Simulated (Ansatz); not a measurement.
# What NaVS3 in P4mm, a phase reached by a soft mode distorts into, part 2 of 2

Wanted: the energy along a soft mode of NaVS3 in P4mm, a phase reached by a soft mode and the structure at the end.

Ansatz 0.2.0; DFT PBEsol, scalar-relativistic, plane waves, PAW; PAW set soft_1.

So far. Step 4 (The mode frozen in, largest atomic shift 0.22 Å): The run ends at a pressure of -0.07 GPa, with forces up to 0.35 eV/Å. Step 5 (Energy along the mode, all amplitudes (two of the runs …): The lowest of the steps tried is at 0.22 Å, 6.60 meV/atom below the parent; the bottom of the well need not coincide with a step.

The structure was built from a prototype and need not be the compound's stable phase.

## 6. Relaxation from the frozen mode

Starting from the lowest point found, all atoms and the cell are let go, so that strain and other modes of the same symmetry can join in.

The input, input.yaml:

```yaml
crystal:
  lattice:
    - [4.332306063, 0.0, 0.0]
    - [0.0, 4.332306063, 0.0]
    - [0.0, 0.0, 5.603351591]
  atoms:
    - { symbol: Na, position: [0.0052479195, 0.0052479195, 0.5595514499] }
    - { symbol: V, position: [0.4742736142, 0.4742736142, 0.0738971377] }
    - { symbol: S, position: [0.4843768871, 0.4843768871, 0.4434739098] }
    - { symbol: S, position: [0.5507420419, 0.0019956133, 0.9458118255] }
    - { symbol: S, position: [0.0019956133, 0.5507420419, 0.9458118255] }
kpoints:
  mp_grid: { grid: [8, 8, 6] }
hamiltonian:
  xc: pbesol
  pseudopotentials: { kind: paw, azcp: { folder: soft_1 }, xc_functional: pbe }
scf:
  occupations: { method: methfessel_paxton, width: 0.2 }
output:
  forces: true
  stress: true
  eigenvalues: true
relax:
  adjacent_minimum: "off"
  f_tol: 0.002
  max_steps: 120
  cell: { stress_tol: 0.03 }
```

Run with:

```
$ ansatz run input.yaml --threads 8 --pin off --max-ram 16384MiB --backend cpu --events-out ev --progress --plain --runs-dir out
```

Numbers of over 12 decimals in the logs are rounded to 6 here.

Log:

```text
[...]
Crystal: 5 atoms, lattice volume = 105.169 Å³
Basis set: ecut = 420 eV, 2059 PW (Γ), exchange–correlation on 60×60×80 points (8 copies of the dense FFT grid, shifted against one another)
Bands: 25, of which v1, the nominal top of the filled ones, is band 20 counted from 1 (19 counted from 0)
Symmetry: 2 space group operations
[...]
k-points: 114 of 384 (time reversal used)
[...]
SCF iter   1: F=—  HF=-7021.732691 eV  |F-HF|=—  |Δ(HF+E_count)|=         —  Δρ=1.17e-1  dr2=2.51e1  ethr=3.10e-3  ⟨swp⟩=6.3  Hψ=13353  notcnv=0
[...]
SCF iter  10: F=-7019.488911 eV  HF=-7019.488911 eV  |F-HF|=2.07e-9  |Δ(HF+E_count)|=   6.59e-8  S|Δr|=    0.00e0  Δρ=7.30e-6  dr2=8.24e-8  ethr=2.50e-10  ⟨swp⟩=4.7  Hψ=14643  notcnv=0
SCF 1 converged in 10 iterations: F = -7019.488911 eV  dr2 = 8.24e-8
[...]
relax step   1: F+E_penalty+E_count = -7019.48891055 eV  Δ(F+E_penalty+E_count) = +0.000e0 eV  max|allowed force component| = 2.057e-1 eV/Å  Δτ_max = 0.0000 Å  P = -0.067 GPa  Ω = 105.169 Å³  (10 SCF iters, dr2 threshold 1.00e-7 eV, accepted)
Crystal: 5 atoms, lattice volume = 104.937 Å³
Basis set: ecut = 420 eV, 2047 PW (Γ), exchange–correlation on 60×60×80 points (8 copies of the dense FFT grid, shifted against one another)
[...]
iter 1 solved again at ethr=2.47e-5 eV; its pass at ethr=3.10e-3 eV (dr2=9.88e-3 eV) is discarded
[...]
SCF iter   6: F=-7019.512291 eV  HF=-7019.512291 eV  |F-HF|=3.29e-8  |Δ(HF+E_count)|=   9.39e-9  S|Δr|=    0.00e0  Δρ=7.85e-6  dr2=7.51e-8  ethr=1.25e-9  ⟨swp⟩=6.9  Hψ=12409  notcnv=0
SCF 2 converged in 6 iterations: F = -7019.512291 eV  dr2 = 7.51e-8
relax step   2: F+E_penalty+E_count = -7019.51229061 eV  Δ(F+E_penalty+E_count) = -2.338e-2 eV  max|allowed force component| = 9.331e-2 eV/Å  Δτ_max = 0.0314 Å  P = -0.161 GPa  Ω = 104.937 Å³  energy of the carried Pulay correction = +6.029e-5 eV  (6 SCF iters, dr2 threshold 5.00e-7 eV, accepted)
Crystal: 5 atoms, lattice volume = 104.520 Å³
Basis set: ecut = 420 eV, 2041 PW (Γ), exchange–correlation on 60×60×80 points (8 copies of the dense FFT grid, shifted against one another)
[...]
SCF iter   6: F=-7019.526864 eV  HF=-7019.526864 eV  |F-HF|=2.24e-8  |Δ(HF+E_count)|=   5.75e-7  S|Δr|=    0.00e0  Δρ=9.85e-6  dr2=9.88e-8  ethr=1.25e-9  ⟨swp⟩=7.1  Hψ=13712  notcnv=0
SCF 3 converged in 6 iterations: F = -7019.526864 eV  dr2 = 9.88e-8
relax step   3: F+E_penalty+E_count = -7019.52686381 eV  Δ(F+E_penalty+E_count) = -1.457e-2 eV  max|allowed force component| = 6.712e-2 eV/Å  Δτ_max = 0.0446 Å  P = +0.038 GPa  Ω = 104.520 Å³  energy of the carried Pulay correction = +1.693e-4 eV  (6 SCF iters, dr2 threshold 5.00e-7 eV, accepted)
[...]
relax step   4: F+E_penalty+E_count = -7019.52760290 eV  Δ(F+E_penalty+E_count) = -7.391e-4 eV  max|allowed force component| = 6.307e-2 eV/Å  Δτ_max = 0.0260 Å  P = +0.017 GPa  Ω = 104.076 Å³  energy of the carried Pulay correction = +2.859e-4 eV  (6 SCF iters, dr2 threshold 2.82e-7 eV, accepted)
[...]
relax step   5: F+E_penalty+E_count = -7019.52786481 eV  Δ(F+E_penalty+E_count) = -2.619e-4 eV  max|allowed force component| = 3.196e-3 eV/Å  Δτ_max = 0.0069 Å  P = -0.020 GPa  Ω = 104.398 Å³  energy of the carried Pulay correction = +2.013e-4 eV  (4 SCF iters, dr2 threshold 2.49e-7 eV, accepted)
[...]
relax step   6: F+E_penalty+E_count = -7019.52789598 eV  Δ(F+E_penalty+E_count) = -3.117e-5 eV  max|allowed force component| = 3.489e-3 eV/Å  Δτ_max = 0.0021 Å  P = -0.003 GPa  Ω = 104.397 Å³  energy of the carried Pulay correction = +2.016e-4 eV  (5 SCF iters, dr2 threshold 1.01e-8 eV, accepted)
[...]
relax step   7: F+E_penalty+E_count = -7019.52790435 eV  Δ(F+E_penalty+E_count) = -8.369e-6 eV  max|allowed force component| = 9.930e-4 eV/Å  Δτ_max = 0.0019 Å  P = -0.000 GPa  Ω = 104.406 Å³  energy of the carried Pulay correction = +1.991e-4 eV  (6 SCF iters, dr2 threshold 7.61e-10 eV, accepted)
[...]
SCF iter   1: F=—  HF=-7019.527256 eV  |F-HF|=—  |Δ(HF+E_count)|=         —  Δρ=3.18e-4  dr2=2.69e-6  ethr=2.98e-6  ⟨swp⟩=3.0  Hψ=21060  notcnv=0
eigensolver tolerance schedule: the retry pair's looser diagonalisation over-reported the residual by 441.32 of it (diagonalisation noise at 0.74 of the residual, at the tolerance the schedule requests for it); recorded, not acted on — ethr = c·dr2/N_el stays at c = 1.0e-1
SCF iter   2: F=—  HF=-7019.528094 eV  |F-HF|=—  |Δ(HF+E_count)|=   8.38e-4  S|Δr|=    0.00e0  Δρ=2.02e-5  dr2=6.68e-7  ethr=6.73e-9  ⟨swp⟩=2.8  Hψ=5351  notcnv=0
[...]
SCF iter   7: F=-7019.528094 eV  HF=-7019.528094 eV  |F-HF|=4.55e-12  |Δ(HF+E_count)|=  1.09e-11  S|Δr|=    0.00e0  Δρ=4.34e-8  dr2=2.13e-12  ethr=1.00e-12  ⟨swp⟩=7.3  Hψ=14136  notcnv=0
SCF 8 converged in 7 iterations: F = -7019.528094 eV  dr2 = 2.13e-12
relax step   8: F+E_penalty+E_count = -7019.52809426 eV  Δ(F+E_penalty+E_count) = -1.899e-4 eV  max|allowed force component| = 1.256e-3 eV/Å  Δτ_max = 0.0000 Å  P = +0.004 GPa  Ω = 104.406 Å³  stress off target by 2.12e-2 GPa  SCF on the basis re-selected at this cell (its energy is not comparable with the rows above)  (7 SCF iters)
basis re-selected at this cell: Δ(F+E_penalty+E_count) = -1.899e-4 eV, ΔP = +0.004 GPa vs the last step (what re-selecting the basis moved, of the pressure what is left beyond the Pulay correction that the steps carried, after the strain that the cell walked since its last selection, with what the two solves' SCF thresholds leave and, on support functions, any second-order correction that the steps lacked; it is no m [...]
SCF converged after 7 iterations
[...]
Free energy (F): -7019.528094 eV
[...]
Internal energy: -7019.527537 eV  (E = F + TS)
E sigma→0 (E₀):  -7019.527955 eV
Entropy (-TS):   -0.000557 eV (-0.111 meV/atom)
Fermi energy:    6.094932 eV
[...]
--- Forces (eV/Å), atoms counted from 1 ---
  atom   1  Na    -0.00001792    -0.00001792     0.00028545
  atom   2  V      0.00125590     0.00125590    -0.00021688
  atom   3  S      0.00003489     0.00003489     0.00023269
  atom   4  S     -0.00023675    -0.00103575    -0.00015067
  atom   5  S     -0.00103575    -0.00023675    -0.00015067
  max |Σ_I F_I| component: 3.82e-7 eV/Å
--- Stress (GPa, compression-positive) ---
       -0.002131       0.001321      -0.007868
        0.001321      -0.002131      -0.007868
       -0.007868      -0.007868       0.015582
  P = ⅓ Tr σ = 0.0038 GPa (0.038 kbar)
--- Band table (eV; the first three rows and the last of 114) ---
  k-point 0: bands = [... 16 lower, 3.4902, 3.8756, 4.4921, 5.5622, 5.8815, 7.7018, 7.9041, 8.2063, ... 1 higher]
  k-point 1: bands = [... 16 lower, 3.5031, 3.8421, 4.4892, 5.5563, 5.9023, 7.7139, 7.8593, 8.1110, ... 1 higher]
  k-point 2: bands = [... 16 lower, 3.5104, 3.7642, 4.4873, 5.5447, 5.9560, 7.7787, 7.8128, 8.0430, ... 1 higher]
  k-point 113: bands = [... 16 lower, 2.8730, 4.5381, 5.0084, 6.1464, 6.1653, 6.6608, 7.1726, 7.3386, ... 1 higher]
--- Relaxed structure (7 steps of the walk, 7 accepted, 1 SCFs on fresh bases) ---
  F+E_penalty+E_count = -7019.52809426 eV   max|allowed force component| = 1.256e-3 eV/Å   (the final SCF, on the basis selected at the relaxed cell)
  cell:  # Å, volume = 104.4062 Å³
    - [4.279692, 0.020440, -0.120641]
    - [0.020440, 4.279692, -0.120641]
    - [-0.156036, -0.156036, 5.709228]
  atoms:
    - { symbol: Na, position: [0.0032654, 0.0032654, 0.549220] }
    - { symbol: V, position: [0.480856, 0.480856, 0.079293] }
    - { symbol: S, position: [0.490724, 0.490724, 0.445274] }
    - { symbol: S, position: [0.546524, -0.00473402, 0.947379] }
    - { symbol: S, position: [-0.00473402, 0.546524, 0.947379] }
```

Elapsed: 28 s, on 8 threads of Arm Neoverse V2, shared host; peak memory 0.64 GiB.

Step by step:

```csv
step,energy less that of the first step (eV),largest force component (eV/Å),pressure (GPa),volume (Å³)
1,0.0000,0.2057,-0.07,105.17
2,-0.0234,0.0933,-0.16,104.94
3,-0.0380,0.0671,0.04,104.52
4,-0.0387,0.0631,0.02,104.08
5,-0.0390,0.0032,-0.02,104.40
6,-0.0390,0.0035,0.00,104.40
7,-0.0390,0.0010,0.00,104.41
8*,-0.0392,0.0013,0.00,104.41
```

Relaxation steps marked * repeat the geometry before them on a plane-wave basis chosen anew for their cell, so energy and pressure can jump there.

Forces are held to the 2 operations that the run works with; a distortion that breaks them can't arise in this run.

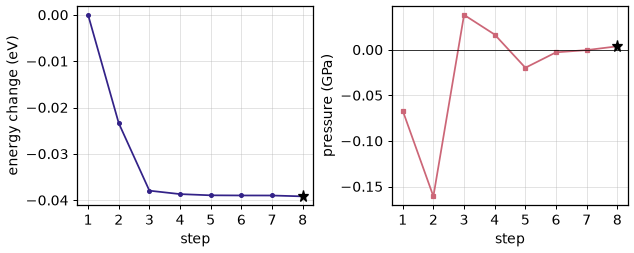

Energy and pressure along the relaxation. Stars mark steps on a basis chosen anew.

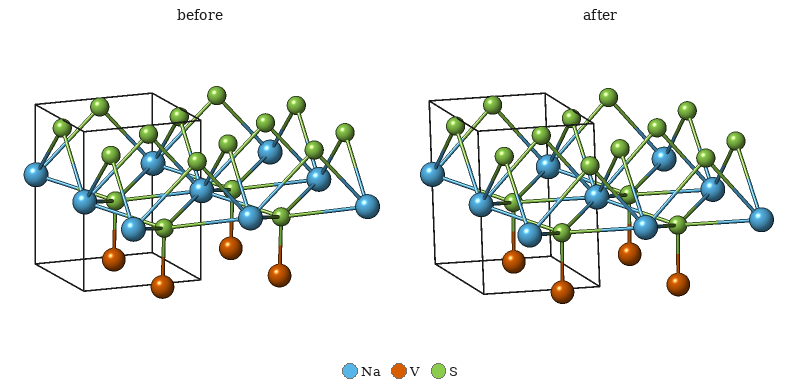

The structure before and after the relaxation, drawn at the same scale.

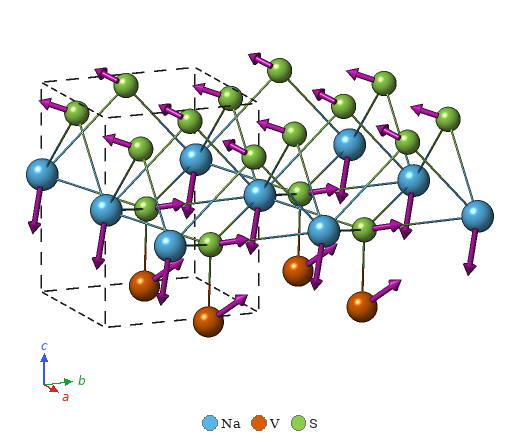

Displacements in the relaxation, exaggerated, measured against the changing cell; the longest in the cell stands for 0.06 Å. 2×2×1 cells are drawn. Some periodic images of atoms are drawn too.

```
     cell as run  before  after  change
           a (Å)   4.332  4.281  -1.2 %
           b (Å)   4.332  4.281  -1.2 %
           c (Å)   5.603  5.713  +2.0 %
           α (°)   90.00  93.19  +3.5 %
           β (°)   90.00  93.19  +3.5 %
           γ (°)   90.00  89.41  -0.7 %
volume (Å³/atom)   21.03  20.88  -0.7 %
```

The atoms that moved most (Å, as changes of fractional coordinates times the final cell):

```csv
atom,dx,dy,dz,length
Na1,-0.007,-0.007,-0.059,0.059
V2,0.027,0.027,0.029,0.049
S3,0.027,0.027,0.009,0.039
S4,-0.018,-0.029,0.010,0.036
S5,-0.029,-0.018,0.010,0.036
```

The relaxed structure:

```xyz
5
Lattice="4.2797 0.0204 -0.1206 0.0204 4.2797 -0.1206 -0.1560 -0.1560 5.7092" Properties=species:S:1:pos:R:3 pbc="T T T"
Na   -0.0717   -0.0717    3.1348
V     2.0554    2.0554    0.3367
S     2.0407    2.0407    2.4238
S     2.1910   -0.1569    5.3434
S    -0.1569    2.1910    5.3434
```

Numbers from this step:

* pressure: 0.003774 GPa
* volume per atom: 20.88 Å³

The distorted start has space group Cm; the relaxation ends in Cm.

## 7. The new phase in its own primitive cell

The relaxed structure is symmetrised, reduced to its primitive cell and relaxed tightly, as its phonons need.

input.yaml, the sections that differ from step 6:

```yaml
crystal:
  lattice:
    - [3.043045188, -3.0117462921, 0.0]
    - [3.043045188, 3.0117462921, 0.0]
    - [-0.4468358564, 0.0, 5.6959910888]
  atoms:
    - { symbol: Na, position: [0.003265404, 0.003265404, 0.5492197561] }
    - { symbol: V, position: [0.4808562884, 0.4808562884, 0.0792934869] }
    - { symbol: S, position: [0.4907243027, 0.4907243027, 0.4452744265] }
    - { symbol: S, position: [0.5465241037, 0.9952659772, 0.9473792394] }
    - { symbol: S, position: [0.9952659772, 0.5465241037, 0.9473792394] }
relax:
  adjacent_minimum: "off"
  f_tol: 0.001
  max_steps: 60
  cell: { stress_tol: 0.01 }
# kpoints, hamiltonian, scf, output: as in step 6
```

Log:

```text
[...]
Crystal: 5 atoms, lattice volume = 104.406 Å³
Basis set: ecut = 420 eV, 2029 PW (Γ), exchange–correlation on 60×60×80 points (8 copies of the dense FFT grid, shifted against one another)
Bands: 25, of which v1, the nominal top of the filled ones, is band 20 counted from 1 (19 counted from 0)
Symmetry: 2 space group operations
[...]
k-points: 114 of 384 (time reversal used)
[...]
cell:  # Å, volume = 104.4539 Å³
    - [3.042775, -3.010850, -0.00232569]
    - [3.042775, 3.010850, -0.00232569]
    - [-0.451149, -1.1437310617311407e-18, 5.701142]
  atoms:
    - { symbol: Na, position: [0.00341236, 0.00341236, 0.549651] }
    - { symbol: V, position: [0.480851, 0.480851, 0.079272] }
    - { symbol: S, position: [0.490934, 0.490934, 0.444962] }
    - { symbol: S, position: [0.546395, 0.995043, 0.947330] }
    - { symbol: S, position: [0.995043, 0.546395, 0.947330] }
[key lines of the parts left out:]
SCF converged after 7 iterations
Free energy (F): -7019.528106 eV
Fermi energy:    6.089941 eV
P = ⅓ Tr σ = -0.0005 GPa (-0.005 kbar)
```

Run time: 17 s. Hardware: 8 threads; peak memory 0.64 GiB; 2.2 min of CPU time.

Little changed from the start: no atom moved by 0.005 Å and no cell edge by 0.1 %.

Numbers from this step:

* pressure: -4.56e-4 GPa
* volume per atom: 20.89 Å³

The largest force component left is 0.68 meV/Å and the pressure is 0.000 GPa, within the tolerances set. The cell now holds 20.89 Å³/atom.

## 8. Modes of the new phase

A relaxed structure may still be a saddle point, so its zone-centre modes are computed. No field response is asked, since the mesh shows no gap.

input.yaml, the sections that differ from step 7:

```yaml
crystal:
  lattice:
    - [3.0427753997, -3.0108502451, -0.0023256888]
    - [3.0427753997, 3.0108502451, -0.0023256888]
    - [-0.4511494801, 0.0, 5.7011419956]
  atoms:
    - { symbol: Na, position: [0.0034123622, 0.0034123622, 0.5496508818] }
    - { symbol: V, position: [0.4808509872, 0.4808509872, 0.0792723815] }
    - { symbol: S, position: [0.490934493, 0.490934493, 0.4449619563] }
    - { symbol: S, position: [0.5463947712, 0.9950434624, 0.9473304644] }
    - { symbol: S, position: [0.9950434624, 0.5463947712, 0.9473304644] }
output:
  eigenvalues: true
phonons:
  method: dfpt
# kpoints, hamiltonian, scf: as in step 7
# relax: removed
```

Log:

```text
[...]
Crystal: 5 atoms, lattice volume = 104.454 Å³
Basis set: ecut = 420 eV, 2033 PW (Γ), exchange–correlation on 60×60×80 points (8 copies of the dense FFT grid, shifted against one another)
Bands: 25, of which v1, the nominal top of the filled ones, is band 20 counted from 1 (19 counted from 0)
Symmetry: 2 space group operations
k-points: 196 of 384 (irreducible under 1 space group operation, time reversal used)
[...]
SCF iter   1: F=—  HF=-7021.880124 eV  |F-HF|=—  |Δ(HF+E_count)|=         —  Δρ=1.19e-1  dr2=2.60e1  ethr=3.10e-3  ⟨swp⟩=6.3  Hψ=23135  notcnv=0
[...]
SCF iter  16: F=-7019.528106 eV  HF=-7019.528106 eV  |F-HF|=9.09e-13  |Δ(HF+E_count)|=  5.46e-12  S|Δr|=    0.00e0  Δρ=3.00e-8  dr2=1.46e-12  ethr=1.00e-12  ⟨swp⟩=6.6  Hψ=22347  notcnv=0
the search or the solves at the SCF's close seem to have found levels that the self-consistency loop had missed (the run counts 1). By its estimate they hold under 1e-12 electrons; where the run keeps them, the occupations were computed again with them
SCF 1 converged in 16 iterations: F = -7019.528106 eV  dr2 = 1.46e-12
[...]
SCF converged after 16 iterations
[...]
Free energy (F): -7019.528106 eV
[...]
Internal energy: -7019.527542 eV  (E = F + TS)
E sigma→0 (E₀):  -7019.527965 eV
Entropy (-TS):   -0.000564 eV (-0.113 meV/atom)
Fermi energy:    6.089941 eV
[...]
--- Band table (eV; the first three rows and the last of 196) ---
  k-point 0: bands = [... 16 lower, 3.4874, 3.8727, 4.4868, 5.5612, 5.8773, 7.6983, 7.9007, 8.2050, ... 1 higher]
  k-point 1: bands = [... 16 lower, 3.5006, 3.8389, 4.4838, 5.5547, 5.8975, 7.7100, 7.8566, 8.1089, ... 1 higher]
  k-point 2: bands = [... 16 lower, 3.5083, 3.7601, 4.4817, 5.5420, 5.9502, 7.7773, 7.8095, 8.0370, ... 1 higher]
  k-point 195: bands = [... 16 lower, 2.8706, 4.5296, 4.9997, 6.1411, 6.1595, 6.6551, 7.1699, 7.3278, ... 1 higher]
[...]
k mesh reduced under 1 symmetry operation, with k and −k counted as one. Each operation leaves every solved perturbation unchanged. A smaller set is not used because it would not reduce the number of displacements times k-points to solve
  ASR residual: 3.387e-5 → 0.000e0 eV/Å²; symmetrization residual: 1.345e-5 eV/Å²
  ASR residual per site (eV/Å²): 3.39e-5 1.14e-5 1.01e-5 6.95e-6 6.95e-6
[...]
```

Elapsed: 72 s, on 8 threads; peak memory 1.9 GiB; 8.7 min of CPU time.

Numbers from this step:

```yaml
sum_rule_residual_before_enforcement: 3.39e-5 eV/Å²
point_group: m
highest_optical_mode_at_the_zone_centre_no_lo_to_term: 515.1 cm⁻¹
lowest_optical_zone_centre_mode: -99.41 cm⁻¹
```

Patterns of degenerate modes are one choice out of their space. The modes at Γ (shares of kinetic energy by element, %) (negative means imaginary):

```
mode  frequency (cm⁻¹)  symmetry  Na %  V %  S %
   1             -99.4       A''     0   23   77
   2               0.0  acoustic    14   30   57
   3               0.0  acoustic    14   30   57
   4               0.0  acoustic    14   30   57
   5              70.6        A'    83    5   12
   6              80.6       A''    61   14   25
   7              91.8        A'    75    9   16
   8             122.8       A''    22    1   77
   9             124.6        A'    13    0   87
  10             161.6       A''     4    8   88
  11             193.0        A'     1   31   68
  12             237.0        A'     0   24   75
  13             371.5        A'     0   28   72
  14             384.4       A''     0   23   77
  15             515.1        A'     0   43   57
```

Before it was imposed, the acoustic sum rule was missed by 3.4e-5 eV/Å². Small misses are needed for a sound result but don't prove that mesh and cutoff are converged. The lowest optical mode is imaginary, 99.4i cm⁻¹, so the energy falls along it.

## 9. Outcome

```yaml
unstable_mode_of_the_parent: q = (0, 0, 0), 120i cm⁻¹
depth_at_the_lowest_point_sampled: 6.60 meV/atom
largest_atomic_shift_at_that_point: 0.22 Å
space_group_reached_within_0p01_a: Cm
energy_gained_over_the_parent_first_relaxation_on_the_mesh_of_the_frozen_mode: 14.4 meV/atom
volume_per_atom_phase_reached: 20.9 Å³
lowest_optical_zone_centre_mode_phase_reached: -99.4 cm⁻¹
highest_optical_mode_at_the_zone_centre_no_lo_to_term_phase_reached: 515 cm⁻¹
```

In words: Along this mode the structure falls into Cm, 14.4 meV/atom below the parent. At the parent's cell the well is 6.602 meV/atom deep on the steps tried, with its lowest point at a shift of 0.22 Å. Relaxing atoms and cell changes the gain by +7.82 meV/atom against the lowest step (energies at zero smearing). The new phase still has an imaginary mode at the zone centre of its cell, so it is a saddle point on the way to a lower structure. Of the 2 patterns followed to their end from this parent, this one ends 9.18 meV/atom above the lowest, Pm. Each path keeps the symmetry of its pattern, so a lower phase may lie along a pattern not tried. With no gap, or one that is small against the smearing, the frequencies hang on the k mesh and the smearing, most of all near Kohn anomalies. The phonon runs are without spin polarisation, although V often carries a moment. The PAW files were made for PBE and serve the other functionals too. The starting cell was built on a prototype and not taken from a measurement, so the phase need not exist.

[Logs are printed without paths, hosts, clocks, repeated set-up lines and the standing remarks that a program may print on its own settings, such as how far it seeks lower states.]

[Hosts, paths, dates, database ids (printed as entryN), source tags and the programs' standing remarks are cut or masked in the printed files.]
